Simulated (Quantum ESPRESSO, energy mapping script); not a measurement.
# MnS: exchange couplings from total energies

Wanted: the magnetic order of MnS, its couplings and an estimate of its ordering temperature, by PBE+U (4 eV), QE, GBRV.

Calculated with Quantum ESPRESSO 7.5; PBE with U = 4 eV on Mn d, ortho-atomic projectors; plane waves, U on orthogonalised atomic orbitals unless named otherwise, collinear spin, no spin–orbit coupling.

**What experiment says.**

“Single-Crystal and Powder Neutron Diffraction Study of FeXMn1-XS Solid Solutions” (2011, arxiv:1108.4537) reports for MnS, rock salt, by neutron diffraction (x = 0): ordering temperature (Neel temperature) 150 K.

Most raw output is cut from this account.

The database entry behind the starting cell differs from later determinations by our own check (an axis about 0.2 % short against later determinations), so it need not match the best structure at ambient conditions.

## 1. Set-up

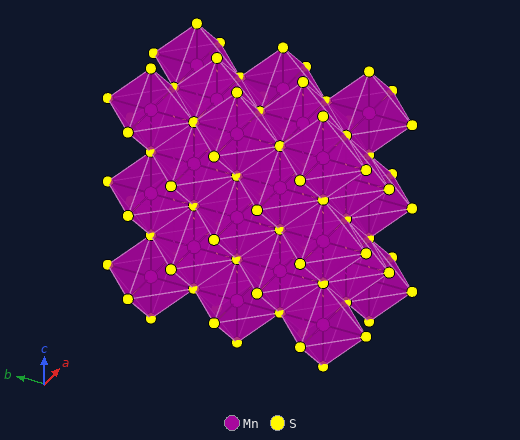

Start, viewed from a free direction; manganese purple, sulfur yellow. 1×2×2 cells are drawn. This picture shows the conventional cell, with its axes. Some periodic images of atoms are drawn too.

Structure file:

```cif
data_structure
_symmetry_space_group_name_H-M 'Fm-3m'
_symmetry_Int_Tables_number 225
_cell_length_a 5.2090
_cell_length_b 5.2090
_cell_length_c 5.2090
_cell_angle_alpha 90.000
_cell_angle_beta 90.000
_cell_angle_gamma 90.000
_cell_volume 141.34
loop_
_atom_site_label
_atom_site_type_symbol
_atom_site_symmetry_multiplicity
_atom_site_Wyckoff_symbol
_atom_site_fract_x
_atom_site_fract_y
_atom_site_fract_z
_atom_site_occupancy
Mn1 Mn 4 a 0.00000 0.00000 0.00000 1
S1 S 4 b 0.50000 0.00000 0.00000 1
```

The U corrects the self-interaction that lets semilocal functionals spread d and f electrons too far. Its value here is typed, not computed. These runs use Quantum ESPRESSO.

## 2. Parallel start in cell A (4 atoms)

The parallel order is the zero of energy for this cell and mesh.

The potential files are GBRV's for PBE; pw.x takes the functional from them.

Contents of pw.in:

```
&control
  calculation = 'scf'
  prefix = 'pw'
  outdir = './tmp/'
  pseudo_dir = './pseudo/'
  verbosity = 'low'
/
&system
  ibrav = 0
  nat = 4
  ntyp = 2
  ecutwfc = 45
  ecutrho = 360
  nbnd = 38
  occupations = 'smearing'
  smearing = 'fd'
  degauss = 0.00367493
  nspin = 2
  starting_magnetization(1) = 0.3000
/
&electrons
  conv_thr = 1.0e-08
  electron_maxstep = 120
  mixing_beta = 0.3
  mixing_mode = 'plain'
/
ATOMIC_SPECIES
  Mn 54.9380 Mn.upf
  S 32.0600 S.upf
CELL_PARAMETERS angstrom
  0.00000000 -2.60450000 -2.60450000
  -2.60450000 0.00000000 -2.60450000
  2.60450000 2.60450000 -5.20900000
ATOMIC_POSITIONS crystal
  Mn 0.50000000 0.50000000 0.50000000
  Mn 0.00000000 0.00000000 0.00000000
  S 0.75000000 0.75000000 0.75000000
  S 0.25000000 0.25000000 0.25000000
K_POINTS automatic
  7 7 7 0 0 0
HUBBARD {ortho-atomic}
U Mn-3d 4
```

Started as:

```sh
$ OMP_NUM_THREADS=1 mpirun -n 8 pw.x -nk 8 -in pw.in > pw.out
```

Wall time 20 s (8 MPI ranks of Arm Neoverse V2, shared host); peak memory 1.1 GiB; 2.6 min of CPU time.

Spin moment in the sphere by atom:

| atom | spin moment in the sphere (μB) |
| --- | --- |
| Mn1 | 4.51 |
| Mn2 | 4.51 |
| S3 | 0.11 |
| S4 | 0.11 |

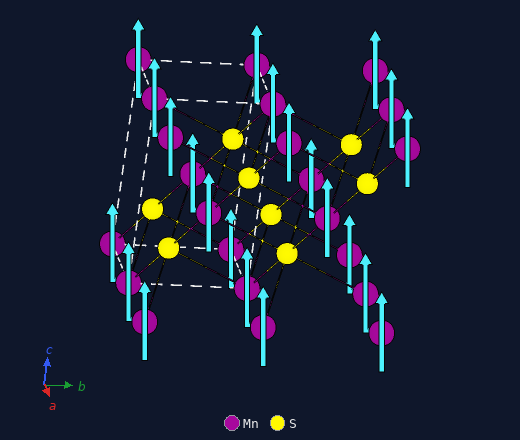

Spin moment in the sphere as arrows, the longest 4.51 μB. Up and down stand for the sign. Arrows give size and sign along the axis of quantisation, drawn up and down the page. Bonds to atoms that aren't drawn are left out. 2×2×1 cells are drawn. Some periodic images of atoms are drawn too.

The run ends ferromagnetic.

## 3. Order 2: compensated +−, cell A of 4 atoms

This order reverses 6 of the 12 neighbours at 3.68 Å, 6 of the 6 neighbours at 5.21 Å and 12 of the 24 neighbours at 6.38 Å, counted for an average magnetic atom.

Edit pw.in of step 2 so:

```diff
@@ -10,6 +10,6 @@
   nat = 4
-  ntyp = 2
+  ntyp = 3
   ecutwfc = 45
   ecutrho = 360
-  nbnd = 38
+  nbnd = 33
   occupations = 'smearing'
@@ -19,2 +19,3 @@
   starting_magnetization(1) = 0.3000
+  starting_magnetization(2) = -0.3000
 /
@@ -27,3 +28,4 @@
 ATOMIC_SPECIES
-  Mn 54.9380 Mn.upf
+  Mn1 54.9380 Mn.upf
+  Mn2 54.9380 Mn.upf
   S 32.0600 S.upf
@@ -34,4 +36,4 @@
 ATOMIC_POSITIONS crystal
-  Mn 0.50000000 0.50000000 0.50000000
-  Mn 0.00000000 0.00000000 0.00000000
+  Mn1 0.50000000 0.50000000 0.50000000
+  Mn2 0.00000000 0.00000000 0.00000000
   S 0.75000000 0.75000000 0.75000000
@@ -41,2 +43,3 @@
 HUBBARD {ortho-atomic}
-U Mn-3d 4
+U Mn1-3d 4
+U Mn2-3d 4
```

It took 20 s on 8 MPI ranks; peak memory 1.1 GiB; 2.6 min of CPU time.

Spin moment in the sphere by atom:

| atom | spin moment in the sphere (μB) |
| --- | --- |
| Mn1 | 4.43 |
| Mn2 | -4.43 |
| S3 | 0.00 |
| S4 | 0.00 |

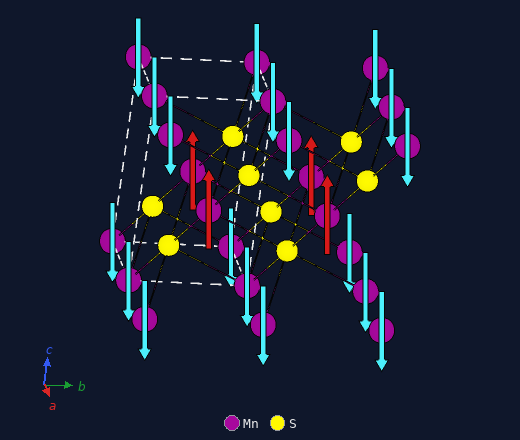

Spin moment in the sphere as arrows, the longest 4.43 μB. Up and down stand for the sign. Arrows give size and sign along the axis of quantisation, drawn up and down the page. The two directions have two colours. Bonds to atoms that aren't drawn are left out. 2×2×1 cells are drawn. Some periodic images of atoms are drawn too.

The run ends antiferromagnetic, 56.85 meV a magnetic atom below the parallel order of its cell.

## 4. Order 3: parallel, cell B of 4 atoms

The parallel order again, as the reference for this cell.

This run holds the same structure in another cell (c 6.380 → 5.209 Å, α 73.2 → 90.0°, β 73.2 → 90.0°, γ 60.0 → 90.0°).

Contents of pw.in:

```
&control
  calculation = 'scf'
  prefix = 'pw'
  outdir = './tmp/'
  pseudo_dir = './pseudo/'
  verbosity = 'low'
/
&system
  ibrav = 0
  nat = 4
  ntyp = 2
  ecutwfc = 45
  ecutrho = 360
  nbnd = 38
  occupations = 'smearing'
  smearing = 'fd'
  degauss = 0.00367493
  nspin = 2
  starting_magnetization(1) = 0.3000
/
&electrons
  conv_thr = 1.0e-08
  electron_maxstep = 120
  mixing_beta = 0.3
  mixing_mode = 'plain'
/
ATOMIC_SPECIES
  Mn 54.9380 Mn.upf
  S 32.0600 S.upf
CELL_PARAMETERS angstrom
  0.00000000 -2.60450000 -2.60450000
  0.00000000 2.60450000 -2.60450000
  5.20900000 0.00000000 0.00000000
ATOMIC_POSITIONS crystal
  Mn 0.50000000 0.50000000 0.50000000
  Mn 0.00000000 0.00000000 0.00000000
  S 0.50000000 0.50000000 0.00000000
  S 0.00000000 0.00000000 0.50000000
K_POINTS automatic
  6 6 4 0 0 0
HUBBARD {ortho-atomic}
U Mn-3d 4
```

Run time: 14 s. Hardware: 8 MPI ranks; peak memory 0.93 GiB.

The run ends ferromagnetic. For each magnetic atom its energy differs from the parallel run of the first cell by 0.86 meV, an error that one common reference would have brought in.

## 5. Compensated +− start in cell B (4 atoms)

This order reverses 8 of the 12 neighbours at 3.68 Å, 0 of the 6 neighbours at 5.21 Å and 16 of the 24 neighbours at 6.38 Å, counted for an average magnetic atom.

Edit pw.in of step 4 so:

```diff
@@ -10,6 +10,6 @@
   nat = 4
-  ntyp = 2
+  ntyp = 3
   ecutwfc = 45
   ecutrho = 360
-  nbnd = 38
+  nbnd = 33
   occupations = 'smearing'
@@ -19,2 +19,3 @@
   starting_magnetization(1) = 0.3000
+  starting_magnetization(2) = -0.3000
 /
@@ -27,3 +28,4 @@
 ATOMIC_SPECIES
-  Mn 54.9380 Mn.upf
+  Mn1 54.9380 Mn.upf
+  Mn2 54.9380 Mn.upf
   S 32.0600 S.upf
@@ -34,4 +36,4 @@
 ATOMIC_POSITIONS crystal
-  Mn 0.50000000 0.50000000 0.50000000
-  Mn 0.00000000 0.00000000 0.00000000
+  Mn1 0.50000000 0.50000000 0.50000000
+  Mn2 0.00000000 0.00000000 0.00000000
   S 0.50000000 0.50000000 0.00000000
@@ -41,2 +43,3 @@
 HUBBARD {ortho-atomic}
-U Mn-3d 4
+U Mn1-3d 4
+U Mn2-3d 4
```

It took 14 s on 8 MPI ranks; peak memory 0.94 GiB.

The run ends antiferromagnetic, 21.44 meV a magnetic atom below the parallel order of its cell.

## 6. Run 5 (parallel; cell C, 6 atoms)

A new cell needs its own zero of energy.

Contents of pw.in:

```
&control
  calculation = 'scf'
  prefix = 'pw'
  outdir = './tmp/'
  pseudo_dir = './pseudo/'
  verbosity = 'low'
/
&system
  ibrav = 0
  nat = 6
  ntyp = 2
  ecutwfc = 45
  ecutrho = 360
  nbnd = 54
  occupations = 'smearing'
  smearing = 'fd'
  degauss = 0.00367493
  nspin = 2
  starting_magnetization(1) = 0.3000
/
&electrons
  conv_thr = 1.5e-08
  electron_maxstep = 120
  mixing_beta = 0.3
  mixing_mode = 'plain'
/
ATOMIC_SPECIES
  Mn 54.9380 Mn.upf
  S 32.0600 S.upf
CELL_PARAMETERS angstrom
  0.00000000 2.60450000 2.60450000
  -2.60450000 0.00000000 -2.60450000
  -5.20900000 -5.20900000 5.20900000
ATOMIC_POSITIONS crystal
  Mn 0.00000000 0.00000000 0.00000000
  Mn 0.33333333 0.66666667 0.66666667
  Mn 0.66666667 0.33333333 0.33333333
  S 0.66666667 0.33333333 0.83333333
  S 0.00000000 0.00000000 0.50000000
  S 0.33333333 0.66666667 0.16666667
K_POINTS automatic
  7 7 3 0 0 0
HUBBARD {ortho-atomic}
U Mn-3d 4
```

The job ended after 23 s (8 MPI ranks; peak memory 1.3 GiB).

The run ends ferromagnetic. For each magnetic atom its energy differs from the parallel run of the first cell by 0.01 meV, an error that one common reference would have brought in.

## 7. Run 6 (uncompensated ++−; cell C, 6 atoms)

This order reverses 4 of the 12 neighbours at 3.68 Å, 4 of the 6 neighbours at 5.21 Å and 12 of the 24 neighbours at 6.38 Å, counted for an average magnetic atom.

Edit pw.in of step 6 so:

```diff
@@ -10,6 +10,6 @@
   nat = 6
-  ntyp = 2
+  ntyp = 3
   ecutwfc = 45
   ecutrho = 360
-  nbnd = 54
+  nbnd = 49
   occupations = 'smearing'
@@ -19,2 +19,3 @@
   starting_magnetization(1) = 0.3000
+  starting_magnetization(2) = -0.3000
 /
@@ -27,3 +28,4 @@
 ATOMIC_SPECIES
-  Mn 54.9380 Mn.upf
+  Mn1 54.9380 Mn.upf
+  Mn2 54.9380 Mn.upf
   S 32.0600 S.upf
@@ -34,5 +36,5 @@
 ATOMIC_POSITIONS crystal
-  Mn 0.00000000 0.00000000 0.00000000
-  Mn 0.33333333 0.66666667 0.66666667
-  Mn 0.66666667 0.33333333 0.33333333
+  Mn1 0.00000000 0.00000000 0.00000000
+  Mn1 0.33333333 0.66666667 0.66666667
+  Mn2 0.66666667 0.33333333 0.33333333
   S 0.66666667 0.33333333 0.83333333
@@ -43,2 +45,3 @@
 HUBBARD {ortho-atomic}
-U Mn-3d 4
+U Mn1-3d 4
+U Mn2-3d 4
```

It took 24 s on 8 MPI ranks; peak memory 1.3 GiB.

The run ends ferrimagnetic, 44.20 meV a magnetic atom below the parallel order of its cell.

## 8. Run 7 (parallel; cell D, 6 atoms)

This run holds the same structure in another cell (b 3.683 → 5.209 Å, c 9.022 → 6.380 Å, α 90.0 → 114.1°, β 90.0 → 106.8°, γ 120.0 → 90.0°).

Contents of pw.in:

```
&control
  calculation = 'scf'
  prefix = 'pw'
  outdir = './tmp/'
  pseudo_dir = './pseudo/'
  verbosity = 'low'
/
&system
  ibrav = 0
  nat = 6
  ntyp = 2
  ecutwfc = 45
  ecutrho = 360
  nbnd = 54
  occupations = 'smearing'
  smearing = 'fd'
  degauss = 0.00367493
  nspin = 2
  starting_magnetization(1) = 0.3000
/
&electrons
  conv_thr = 1.5e-08
  electron_maxstep = 120
  mixing_beta = 0.3
  mixing_mode = 'plain'
/
ATOMIC_SPECIES
  Mn 54.9380 Mn.upf
  S 32.0600 S.upf
CELL_PARAMETERS angstrom
  0.00000000 -2.60450000 -2.60450000
  -5.20900000 0.00000000 0.00000000
  2.60450000 5.20900000 -2.60450000
ATOMIC_POSITIONS crystal
  Mn 0.66666667 0.66666667 0.33333333
  Mn 0.33333333 0.33333333 0.66666667
  Mn 0.00000000 0.00000000 0.00000000
  S 0.66666667 0.16666667 0.33333333
  S 0.33333333 0.83333333 0.66666667
  S 0.00000000 0.50000000 0.00000000
K_POINTS automatic
  6 6 6 0 0 0
HUBBARD {ortho-atomic}
U Mn-3d 4
```

The job ended after 50 s (8 MPI ranks; peak memory 1.5 GiB; 6.7 min of CPU time).

The run ends ferromagnetic. For each magnetic atom its energy differs from the parallel run of the first cell by 0.01 meV, an error that one common reference would have brought in.

## 9. Uncompensated ++− start in cell D (6 atoms)

This order reverses 6.67 of the 12 neighbours at 3.68 Å, 2.67 of the 6 neighbours at 5.21 Å and 8 of the 24 neighbours at 6.38 Å, counted for an average magnetic atom.

Edit pw.in of step 8 so:

```diff
@@ -10,6 +10,6 @@
   nat = 6
-  ntyp = 2
+  ntyp = 3
   ecutwfc = 45
   ecutrho = 360
-  nbnd = 54
+  nbnd = 49
   occupations = 'smearing'
@@ -19,2 +19,3 @@
   starting_magnetization(1) = 0.3000
+  starting_magnetization(2) = -0.3000
 /
@@ -27,3 +28,4 @@
 ATOMIC_SPECIES
-  Mn 54.9380 Mn.upf
+  Mn1 54.9380 Mn.upf
+  Mn2 54.9380 Mn.upf
   S 32.0600 S.upf
@@ -34,5 +36,5 @@
 ATOMIC_POSITIONS crystal
-  Mn 0.66666667 0.66666667 0.33333333
-  Mn 0.33333333 0.33333333 0.66666667
-  Mn 0.00000000 0.00000000 0.00000000
+  Mn1 0.66666667 0.66666667 0.33333333
+  Mn1 0.33333333 0.33333333 0.66666667
+  Mn2 0.00000000 0.00000000 0.00000000
   S 0.66666667 0.16666667 0.33333333
@@ -43,2 +45,3 @@
 HUBBARD {ortho-atomic}
-U Mn-3d 4
+U Mn1-3d 4
+U Mn2-3d 4
```

Run time: 54 s. Hardware: 8 MPI ranks; peak memory 1.5 GiB.

The run ends ferrimagnetic, 39.76 meV a magnetic atom below the parallel order of its cell.

## 10. Run 9 (parallel; cell E, 6 atoms)

This run holds the same structure in another cell (b 5.209 → 3.683 Å, c 6.380 → 8.236 Å, α 114.1 → 102.9°, β 106.8 → 102.9°).

Contents of pw.in:

```
&control
  calculation = 'scf'
  prefix = 'pw'
  outdir = './tmp/'
  pseudo_dir = './pseudo/'
  verbosity = 'low'
/
&system
  ibrav = 0
  nat = 6
  ntyp = 2
  ecutwfc = 45
  ecutrho = 360
  nbnd = 54
  occupations = 'smearing'
  smearing = 'fd'
  degauss = 0.00367493
  nspin = 2
  starting_magnetization(1) = 0.3000
/
&electrons
  conv_thr = 1.5e-08
  electron_maxstep = 120
  mixing_beta = 0.3
  mixing_mode = 'plain'
/
ATOMIC_SPECIES
  Mn 54.9380 Mn.upf
  S 32.0600 S.upf
CELL_PARAMETERS angstrom
  0.00000000 2.60450000 2.60450000
  0.00000000 2.60450000 -2.60450000
  -7.81350000 -2.60450000 0.00000000
ATOMIC_POSITIONS crystal
  Mn 0.00000000 0.00000000 0.00000000
  Mn 0.33333333 0.33333333 0.66666667
  Mn 0.66666667 0.66666667 0.33333333
  S 0.83333333 0.83333333 0.66666667
  S 0.16666667 0.16666667 0.33333333
  S 0.50000000 0.50000000 0.00000000
K_POINTS automatic
  6 6 6 0 0 0
HUBBARD {ortho-atomic}
U Mn-3d 4
```

Run time: 31 s. Hardware: 8 MPI ranks; peak memory 1.3 GiB; 4.1 min of CPU time.

The run ends ferromagnetic. For each magnetic atom its energy differs from the parallel run of the first cell by 0.69 meV, an error that one common reference would have brought in.

## 11. Run 10 (uncompensated ++−; cell E, 6 atoms)

This order reverses 5.33 of the 12 neighbours at 3.68 Å, 1.33 of the 6 neighbours at 5.21 Å and 16 of the 24 neighbours at 6.38 Å, counted for an average magnetic atom.

Edit pw.in of step 10 so:

```diff
@@ -10,6 +10,6 @@
   nat = 6
-  ntyp = 2
+  ntyp = 3
   ecutwfc = 45
   ecutrho = 360
-  nbnd = 54
+  nbnd = 49
   occupations = 'smearing'
@@ -19,2 +19,3 @@
   starting_magnetization(1) = 0.3000
+  starting_magnetization(2) = -0.3000
 /
@@ -27,3 +28,4 @@
 ATOMIC_SPECIES
-  Mn 54.9380 Mn.upf
+  Mn1 54.9380 Mn.upf
+  Mn2 54.9380 Mn.upf
   S 32.0600 S.upf
@@ -34,5 +36,5 @@
 ATOMIC_POSITIONS crystal
-  Mn 0.00000000 0.00000000 0.00000000
-  Mn 0.33333333 0.33333333 0.66666667
-  Mn 0.66666667 0.66666667 0.33333333
+  Mn1 0.00000000 0.00000000 0.00000000
+  Mn1 0.33333333 0.33333333 0.66666667
+  Mn2 0.66666667 0.66666667 0.33333333
   S 0.83333333 0.83333333 0.66666667
@@ -43,2 +45,3 @@
 HUBBARD {ortho-atomic}
-U Mn-3d 4
+U Mn1-3d 4
+U Mn2-3d 4
```

Wall time 36 s (8 MPI ranks); peak memory 1.3 GiB; 4.8 min of CPU time.

The run ends ferrimagnetic, 28.05 meV a magnetic atom below the parallel order of its cell.

## 12. From energies to couplings

Each energy difference is a sum of couplings weighted by the pairs that the order reverses. A few near shells are fitted to the differences by least squares. Energies are those extrapolated to zero occupation width, not the free energies F.

The orders side by side; each is measured from the parallel order in the same cell and on the same mesh:

| order | atoms | energy (meV a magnetic atom) | moments (μB) | moments kept as typed | opposed neighbours at 3.68, 5.21, 6.38 Å |
| --- | --- | --- | --- | --- | --- |
| parallel in cell A | 4 | 0.00 | 4.51 | yes | 0, 0, 0 |
| compensated +− in cell A | 4 | -56.85 | 4.43 | yes | 6, 6, 12 |
| parallel in cell B | 4 | 0.00 | 4.51 | yes | 0, 0, 0 |
| compensated +− in cell B | 4 | -21.44 | 4.48 | yes | 8, 0, 16 |
| parallel in cell C | 6 | 0.00 | 4.51 | yes | 0, 0, 0 |
| uncompensated ++− in cell C | 6 | -44.20 | 4.42 to 4.46 | yes | 4, 4, 12 |
| parallel in cell D | 6 | 0.00 | 4.51 | yes | 0, 0, 0 |
| uncompensated ++− in cell D | 6 | -39.76 | 4.43 to 4.47 | yes | 6.67, 2.67, 8 |
| parallel in cell E | 6 | 0.00 | 4.51 | yes | 0, 0, 0 |
| uncompensated ++− in cell E | 6 | -28.05 | 4.46 to 4.48 | yes | 5.33, 1.33, 16 |

Couplings from the energies, with E = −Σ J e·e over ordered pairs:

| pair | distance (Å) | neighbours | J (meV) |
| --- | --- | --- | --- |
| Mn–Mn | 3.68 | 12 | -1.01 |
| Mn–Mn | 5.21 | 6 | -3.49 |
| Mn–Mn | 6.38 | 24 | -0.151 |
| Mn–Mn | 7.37 | 12 | -0.400 |

Adding the shell at 8.24 Å gives -0.86, -3.4, -0.13, -0.43 and -0.12 meV and a mean-field temperature of 118 K, an exact solve that tests nothing.

In mean field these couplings order at 125 K, at q = (0.50, 0.50, 0.50) in fractions of the conventional cell's reciprocal vectors, and give a Curie–Weiss temperature of -320 K.

## 13. Ordering temperature by Monte Carlo

Mean field ignores fluctuations and overstates the ordering temperature, so the model is also sampled. The heat capacity peaks where order sets in.

Classical unit spins with these couplings on 8×8×4 copies of a cell that holds the lowest order (512 spins), heat-bath sweeps, cooled from random directions, 831 sweeps to settle and 2493 measured at each temperature, averaged over 8 runs.

| T (K) | order along the lowest pattern | net moment | heat capacity (k_B a spin) |
| --- | --- | --- | --- |
| 15.0 | 0.43 | 0.01 | 1.04 |
| 25.6 | 0.46 | 0.01 | 1.08 |
| 41.6 | 0.39 | 0.01 | 1.19 |
| 52.2 | 0.33 | 0.01 | 1.30 |
| 62.9 | 0.32 | 0.01 | 1.54 |
| 73.5 | 0.25 | 0.02 | 1.85 |
| 78.9 | 0.22 | 0.02 | 1.85 |
| 89.5 | 0.15 | 0.02 | 1.19 |
| 100 | 0.12 | 0.02 | 0.67 |
| 111 | 0.10 | 0.02 | 0.50 |
| 127 | 0.08 | 0.02 | 0.35 |
| 137 | 0.08 | 0.02 | 0.28 |

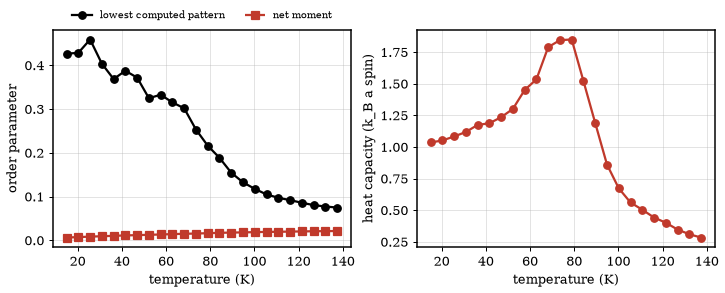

Order parameter and heat capacity against temperature.

The smoothed heat capacity peaks at 74 K. The order column follows one pattern alone; equivalent domains or another pattern share the rest.

## 14. Outcome

```yaml
lowest_order_tried: compensated +− in cell A
largest_fitted_value_mn_mn_at_5p21_a: -3.49 meV
ordering_temperature_mean_field: 125 K
heat_capacity_peak_monte_carlo: 74 K
```

Of the orders tried, MnS prefers the order “compensated +− in cell A” under PBE+U (4 eV), QE, GBRV, with 6 of 12 neighbours at 3.68 Å, 6 of 6 neighbours at 5.21 Å and 12 of 24 neighbours at 6.38 Å opposed, and the heat capacity of the fitted model peaks near 74 K (Monte Carlo, classical spins). The largest fitted coupling is the Mn–Mn pair at 5.21 Å, antiferromagnetic at -3.5 meV, across a ligand at about 180°. The straight metal–ligand–metal path outweighs the right-angled one, the pattern expected of superexchange through one ligand p orbital, which these runs do not test. The orders also reverse pairs at 8.24 Å, which are not fitted, so the fitted values hold their part too. With 5 differences for 4 couplings the fit misses by 1.4 meV at most, a small part of the spread. In the fitted orders moments change by up to 2.0 % against the parallel run of the same cell, so their size stays put. Monte Carlo puts the peak at 0.59 of the mean-field temperature, since mean field leaves out fluctuations. In tests on simple cubic and body-centred models such peaks lay 5 to 6 % under the bulk value. On cooling, the order along the one computed pattern stays at or under 0.46: the model settles in an equivalent domain, a degenerate mixture or another order. The Curie–Weiss temperature is 4.3 times the peak temperature in size, a mark of frustration. The parallel order holds 5 μB a magnetic atom, spin 2.5; the common factor (S+1)/S would raise the classical 74 K to 104 K, a correction that often overshoots. The classical value and the one scaled by (S+1)/S differ by a factor of 1.4, so closeness of either to the measured temperature is partly a matter of convention.

Computed beside measured:

| quantity | measured | PBE+U (4 eV), QE, GBRV, Monte Carlo | PBE+U (4 eV), QE, GBRV, Monte Carlo × (S+1)/S |
| --- | --- | --- | --- |
| ordering temperature (spin model) (K) | 150 | 74 (-50.7 %) | 104 (-30.9 %) |

Measured values from arxiv:1108.4537 (2011).

How well it matches: For the ordering temperature, of the levels listed nearest comes PBE+U (4 eV), QE, GBRV, Monte Carlo × (S+1)/S (-30.9 %, a clear miss) and farthest PBE+U (4 eV), QE, GBRV, Monte Carlo (-50.7 %, a clear miss). A U picked for its result is no test. No cell relaxation is part of this session.

[Logs and program files are shortened in this print: banners, set-up blocks, solver, clock and traceback lines can be left out without a mark of their own.]

[Logs are printed without paths, hosts, clocks, repeated set-up lines and the standing remarks that a program may print on its own settings, such as how far it seeks lower states.]

[Hosts, paths, dates, database ids (printed as entryN), source tags and the programs' standing remarks are cut or masked in the printed files.]

[Where a cell is said to come from a database of computed structures, the database is the Materials Project.]
